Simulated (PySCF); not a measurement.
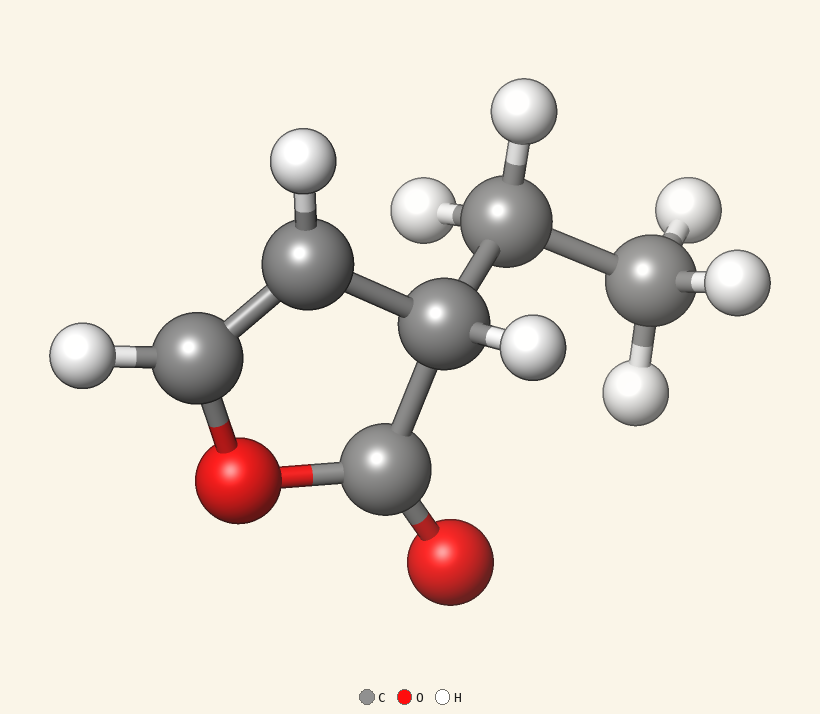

Rendered structure (ball-and-stick style). Every bond is drawn as one stick, whatever its order.

Computed geometry: GFN2-xTB optimisation. No frequency run is at hand to confirm it as a minimum.

Describe the molecule.

Formula C₆H₈O₂. SMILES: `CC[C@H]1C=COC1=O`. Independent rings (smallest set): 1 of 5 members. Among its groups: ester, alkene. The point group is C1. Coordination: 3 C tetrahedral; 3 C trigonal planar; 1 O bent.

The parts below concern this one geometry. Atoms keep their numbers from picture to picture.

**NMR shielding**

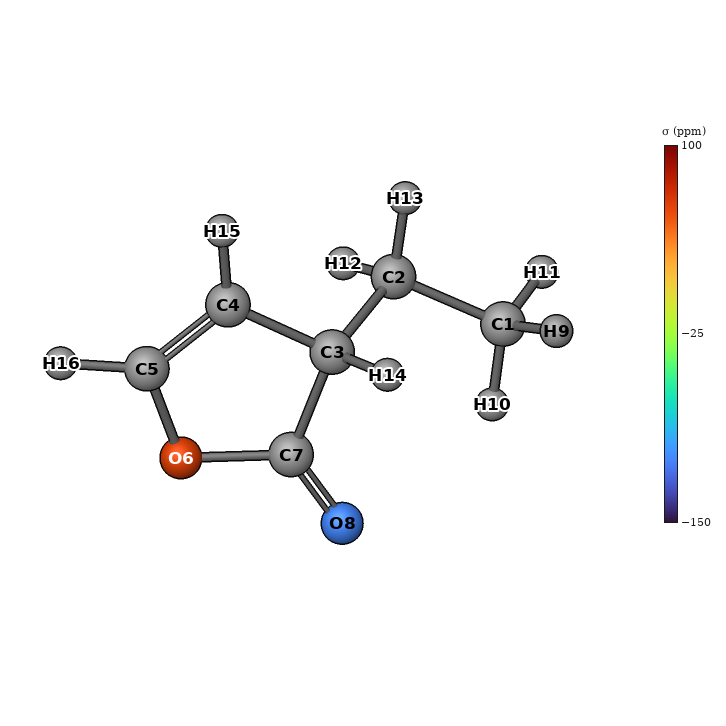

Atoms are coloured by their isotropic NMR shieldings (O only, the others grey). No frequency run is at hand to confirm it as a minimum. Method: GIAO PBE0/pcSseg-1 NMR shielding, non-relativistic, gas phase (PySCF 2.14.0).

Give the isotropic NMR shieldings of the O atoms atom by atom.

| atom | σ (ppm) |
| --- | --- |
| O6 | 59.3 |
| O8 | −107.7 |

**Excitation**

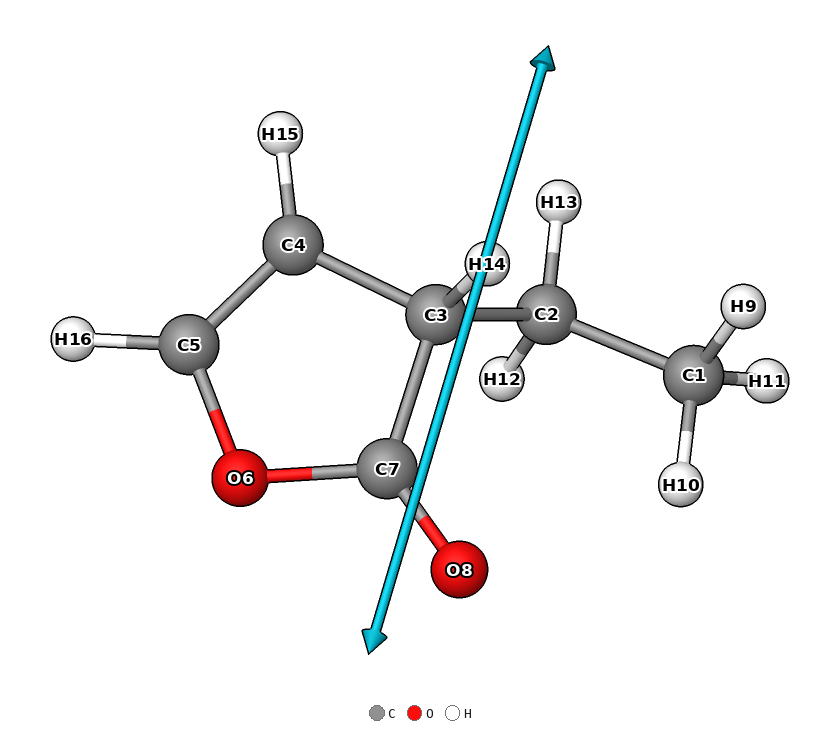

The double arrow shows the direction of the transition dipole to excited singlet state 2 (its length means nothing). No frequency run is at hand to confirm it as a minimum. Level of theory: TDDFT PBE0/def2-SVPD, vertical, gas phase, core orbitals frozen in the response (PySCF 2.14.0).

Question: How is the transition polarised?

Answer: Nearly parallel to the C3–C7 bond.

Question: Where does the transition lie, and how strong is it?

Answer: 5.63 eV (220 nm), oscillator strength 0.068, mainly HOMO → LUMO (weight 0.94); transition dipole 1.78 D.

**Polarisability**

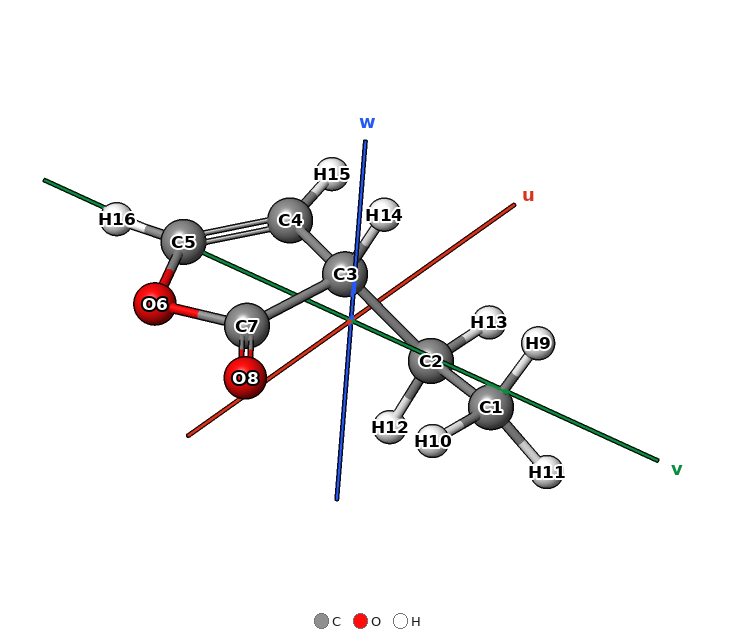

The lines u, v and w are the principal axes of the static dipole polarisability. No frequency run is at hand to confirm it as a minimum. Method: PBE0/def2-SVPD (PySCF 2.14.0).

Question: Along which axis is the molecule most polarisable, and along which least?

Answer: Most along v (close to the long direction C1···C5), least along w.

Question: Give the three principal values.

Answer: u 75.9, v 86.4, w 56.6 bohr³; mean 73.0, anisotropy 26.2 bohr³.
